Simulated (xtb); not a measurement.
**Geometry relaxation, with input and output: CH₆NSi (charge −1) (part 1 of 2)**

CH₆NSi, charge −1, computed with GFN2-xTB (xtb 6.7.1).

The geometry comes from this level: GFN2-xTB.

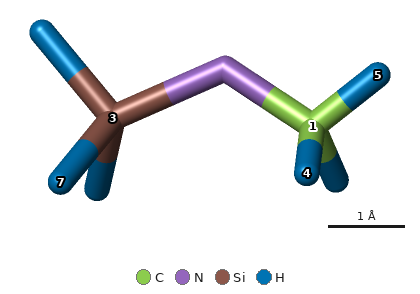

Fig. 1: The starting structure (stick view, seen at a tilt; atoms are numbered from 1 in the order of the input).

### Input file (start.xyz)
```
9
start
C     -0.712670     0.919970    -0.811790
N     -0.509930     0.391650     0.487660
Si     0.578670    -0.793220     0.839100
H      0.184970     1.402450    -1.260460
H     -1.495620     1.699930    -0.774320
H     -1.052450     0.176080    -1.567380
H      2.062060    -0.577760     0.574520
H      0.451190    -2.171650     0.208950
H      0.493780    -1.047460     2.303720
```

Run as:
```bash
xtb --opt tight --chrg -1 -P 1 -- start.xyz > run.log 2> xtb.err
```

### The program's output
```
* xtb version 6.7.1
   ID    Z sym.   atoms
    1    6 C      1
    2    7 N      2
    3   14 Si     3
    4    1 H      4-9

           -------------------------------------------------
          |                Calculation Setup                |
           -------------------------------------------------

          program call               : xtb --opt tight --chrg -1 -P 1 -- start.xyz
          coordinate file            : start.xyz
          omp threads                :                     1

           -------------------------------------------------
          |                 G F N 2 - x T B                 |
           -------------------------------------------------

      * Hamiltonian:
        H0-scaling (s, p, d)           1.850000    2.230000    2.230000
        zeta-weighting                 0.500000
      * Dispersion:
        s8                             2.700000
        a1                             0.520000
        a2                             5.000000
        s9                             5.000000
      * Repulsion:
        kExp                           1.500000    1.000000
        rExp                           1.000000
      * Coulomb:
        alpha                          2.000000
        third order                    shell-resolved
        anisotropic                    true
        a3                             3.000000
        a5                             4.000000
        cn-shift                       1.200000
        cn-exp                         4.000000
        max-rad                        5.000000

          ...................................................
          :                      SETUP                      :
          :.................................................:
          :  # basis functions                  24          :
          :  # atomic orbitals                  23          :
          :  # shells                           13          :
          :  # electrons                        20          :
          :  max. iterations                   250          :
          :  Hamiltonian                  GFN2-xTB          :
          :  restarted?                      false          :
          :  GBSA solvation                  false          :
          :  PC potential                    false          :
          :  electronic temp.          300.0000000     K    :
          :  accuracy                    1.0000000          :
          :  -> integral cutoff          0.2500000E+02      :
          :  -> integral neglect         0.1000000E-07      :
          :  -> SCF convergence          0.1000000E-05 Eh   :
          :  -> wf. convergence          0.1000000E-03 e    :
          :  Broyden damping             0.4000000          :
          :  net charge                         -1          :
          :  unpaired electrons                  0          :
          ...................................................

 iter      E             dE          RMSdq      gap      omega  full diag
   1    -10.0549910 -0.100550E+02  0.705E+00    5.12       0.0  T
   2    -10.1284415 -0.734505E-01  0.479E+00    4.57       1.0  T
   3    -10.1272983  0.114323E-02  0.197E+00    5.59       1.0  T
   4    -10.1315392 -0.424095E-02  0.136E+00    4.96       1.0  T
   5    -10.1345001 -0.296093E-02  0.351E-01    5.24       1.0  T
   6    -10.1344826  0.175208E-04  0.197E-01    5.22       1.0  T
   7    -10.1345257 -0.430600E-04  0.361E-02    5.26       1.0  T
   8    -10.1345264 -0.682082E-06  0.170E-02    5.26       2.0  T
   9    -10.1345272 -0.837130E-06  0.773E-03    5.26       4.3  T
  10    -10.1345274 -0.214107E-06  0.369E-03    5.26       9.0  T
  11    -10.1345275 -0.602703E-07  0.612E-04    5.26      54.5  T
  12    -10.1345275 -0.117940E-08  0.416E-05    5.26     800.6  T

   *** convergence criteria satisfied after 12 iterations ***

         #    Occupation            Energy/Eh            Energy/eV
      -------------------------------------------------------------
         1        2.0000           -0.4559796             -12.4078
       ...           ...                  ...                  ...
         4        2.0000           -0.2984116              -8.1202
         5        2.0000           -0.2969102              -8.0793
         6        2.0000           -0.2266687              -6.1680
         7        2.0000           -0.2042333              -5.5575
         8        2.0000           -0.1981164              -5.3910
         9        2.0000           -0.1243308              -3.3832
        10        2.0000           -0.1060616              -2.8861 (HOMO)
        11                          0.0872064               2.3730 (LUMO)
        12                          0.0949192               2.5829
        13                          0.0999855               2.7207
        14                          0.1984228               5.3994
        15                          0.2105670               5.7298
       ...                                ...                  ...
        23                          0.9630931              26.2071
      -------------------------------------------------------------
                  HL-Gap            0.1932680 Eh            5.2591 eV
             Fermi-level           -0.0094276 Eh           -0.2565 eV

 SCC (total)                   0 d,  0 h,  0 min,  0.003 sec
 SCC setup                      ...        0 min,  0.000 sec (  2.475%)
 Dispersion                     ...        0 min,  0.000 sec (  1.288%)
 classical contributions        ...        0 min,  0.000 sec (  0.489%)
 integral evaluation            ...        0 min,  0.000 sec ( 17.539%)
 iterations                     ...        0 min,  0.001 sec ( 51.359%)
 molecular gradient             ...        0 min,  0.001 sec ( 24.943%)
 printout                       ...        0 min,  0.000 sec (  1.617%)

         :::::::::::::::::::::::::::::::::::::::::::::::::::::
         ::                     SUMMARY                     ::
         :::::::::::::::::::::::::::::::::::::::::::::::::::::
         :: total energy             -10.029174775822 Eh    ::
         :: gradient norm              0.000572215572 Eh/a0 ::
         :: HOMO-LUMO gap              5.259089056871 eV    ::
         ::.................................................::
         :: SCC energy               -10.134526004786 Eh    ::
         :: -> isotropic ES            0.141571128097 Eh    ::
         :: -> anisotropic ES          0.017267328338 Eh    ::
         :: -> anisotropic XC          0.003212692409 Eh    ::
         :: -> dispersion             -0.006422898974 Eh    ::
         :: repulsion energy           0.105351228964 Eh    ::
         :: add. restraining           0.000000000000 Eh    ::
         :: total charge              -1.000000000000 e     ::
         :::::::::::::::::::::::::::::::::::::::::::::::::::::

      -----------------------------------------------------------
     |                   =====================                   |
     |                        A N C O P T                        |
     |                   =====================                   |
     |               Approximate Normal Coordinate               |
     |                Rational Function Optimizer                |
      -----------------------------------------------------------
      -----------------------------------------------------------
     |                   =====================                   |
     |                        A N C O P T                        |
     |                   =====================                   |
     |               Approximate Normal Coordinate               |
     |                Rational Function Optimizer                |
      -----------------------------------------------------------

          ...................................................
          :                      SETUP                      :
          :.................................................:
          :   optimization level             tight          :
          :   max. optcycles                   200          :
          :   ANC micro-cycles                  20          :
          :   degrees of freedom                21          :
          :.................................................:
          :   RF solver                   davidson          :
          :   write xtbopt.log                true          :
          :   linear?                        false          :
          :   energy convergence         0.1000000E-05 Eh   :
          :   grad. convergence          0.8000000E-03 Eh/α :
          :   maxmium RF displ.          1.0000000          :
          :   Hlow (freq-cutoff)         0.1000000E-01      :
          :   Hmax (freq-cutoff)         5.0000000          :
          :   S6 in model hess.         20.0000000          :
          ...................................................

generating ANC from exact Hessian ...
Using Lindh-Hessian (1995)
 Shifting diagonal of input Hessian by    6.6798469194394895E-003
 Lowest  eigenvalues of input Hessian
    0.000000    0.000000    0.000000    0.000000    0.000000    0.000000
    0.010000    0.017386    0.017771    0.021218    0.022425    0.035839
    0.053495    0.055942    0.097596    0.102426    0.117705    0.154306
 Highest eigenvalues
    0.455195    0.548967    1.019535    1.044759    1.216960    1.715938

........................................................................
.............................. CYCLE    1 ..............................
........................................................................

 iter      E             dE          RMSdq      gap      omega  full diag
   1    -10.1345275 -0.101345E+02  0.248E-05    5.26       0.0  T
   2    -10.1345275 -0.451195E-12  0.198E-05    5.26    1686.2  T
   3    -10.1345275 -0.213163E-12  0.996E-06    5.26    3345.4  T
     SCC iter.                  ...        0 min,  0.000 sec
     gradient                   ...        0 min,  0.001 sec
 * total energy  :   -10.0291748 Eh     change       -0.2975398E-11 Eh
   gradient norm :     0.0005722 Eh/α   predicted     0.0000000E+00 (-100.00%)
   displ. norm   :     0.0142270 α      lambda       -0.2052976E-05
   maximum displ.:     0.0099875 α      in ANC's #1, #2, #3, ...

   *** GEOMETRY OPTIMIZATION CONVERGED AFTER 1 ITERATIONS ***

------------------------------------------------------------------------
 total energy gain   :        -0.0000000 Eh       -0.0000 kcal/mol
 total RMSD          :         0.0000000 a0        0.0000 Å
 total power (kW/mol):        -0.0000000 (step)   -0.0000 (real)
------------------------------------------------------------------------

 ANCopt (total)                0 d,  0 h,  0 min,  0.002 sec
 optimizer setup                ...        0 min,  0.000 sec (  2.437%)
 model hessian                  ...        0 min,  0.000 sec ( 12.455%)
 ANC generation                 ...        0 min,  0.000 sec (  4.343%)
 coordinate transformation      ...        0 min,  0.000 sec (  0.558%)
 single point calculation       ...        0 min,  0.001 sec ( 71.169%)
 optimization log               ...        0 min,  0.000 sec (  2.052%)
 hessian update                 ...        0 min,  0.000 sec (  0.033%)
 rational function              ...        0 min,  0.000 sec (  4.621%)

================
 final structure:
================
9
 xtb: 6.7.1
C           -0.71267000000000        0.91997000000000       -0.81179000000000
N           -0.50993000000000        0.39165000000000        0.48766000000000
Si           0.57867000000000       -0.79322000000000        0.83910000000000
H            0.18497000000000        1.40245000000000       -1.26046000000000
H           -1.49562000000000        1.69993000000000       -0.77432000000000
H           -1.05245000000000        0.17608000000000       -1.56738000000000
H            2.06206000000000       -0.57776000000000        0.57452000000000
H            0.45119000000000       -2.17165000000000        0.20895000000000
H            0.49378000000000       -1.04746000000000        2.30372000000000

 Bond Distances (Angstroems)
```
